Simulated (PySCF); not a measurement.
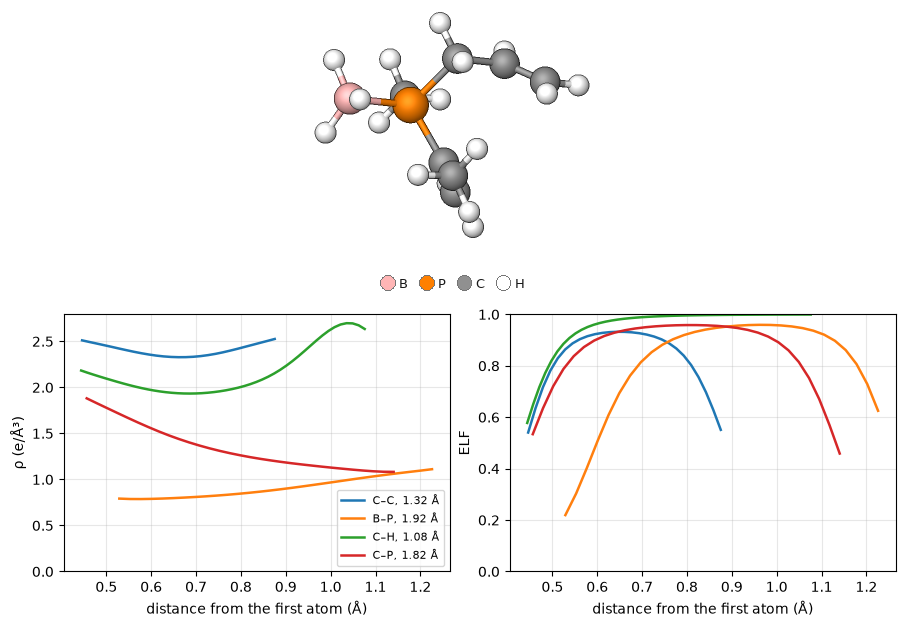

C7H16BP. Electron density and electron localisation function along straight lines between neighbouring atoms. The curves leave out the atomic cores. The structure is drawn too.

Geometry: GFN2-xTB.

Computed with PBE0/pcSseg-1, SCF density, gas phase, non-relativistic in PySCF.

```xyz
25

B    -1.6895    1.2973    1.7912
P    -0.4710    0.7339    0.4141
C    -0.2349    1.9616   -0.9273
C     1.2649    0.4633    1.0243
C     2.2082    0.0194   -0.0371
C     2.6549   -1.2172   -0.1665
C    -0.8523   -0.8383   -0.4299
C    -1.0436   -0.9450   -1.7370
C    -1.0461   -1.9767    0.5217
H    -2.7594    1.3338    1.2652
H    -1.6140    0.4851    2.6605
H    -1.2818    2.3727    2.1126
H     0.4663    1.6215   -1.6860
H    -1.2031    2.1701   -1.3792
H     0.1333    2.8794   -0.4695
H     1.2044   -0.2685    1.8332
H     1.5703    1.4223    1.4536
H     2.5255    0.7814   -0.7369
H     2.3735   -1.9985    0.5205
H     3.3275   -1.5009   -0.9572
H    -1.3248   -1.8851   -2.1860
H    -0.9338   -0.1175   -2.4157
H    -1.3729   -2.8753    0.0026
H    -0.1192   -2.1955    1.0511
H    -1.7932   -1.6993    1.2655
```

Compare the contacts.

Answer. C–C (1.32 Å): ρ is about 2.3 e/Å³ halfway; the ELF peaks at about 0.95 between the atoms: a short, multiple covalent bond.
B–P (1.92 Å): ρ is about 0.94 e/Å³ halfway, with its minimum of 0.79 e/Å³ about 0.6 Å from B; the ELF peaks at about 0.95 between the atoms, as expected for a shared electron pair.
C–H (1.08 Å): the density is about 2 e/Å³ at the midpoint; the ELF climbs to about 1 towards the hydrogen, as it does in any bond to H (an ordinary covalent bond to hydrogen).
C–P (1.82 Å): ρ at the midpoint is about 1.2 e/Å³; the ELF peaks at about 0.95 between the atoms (a shared electron pair).
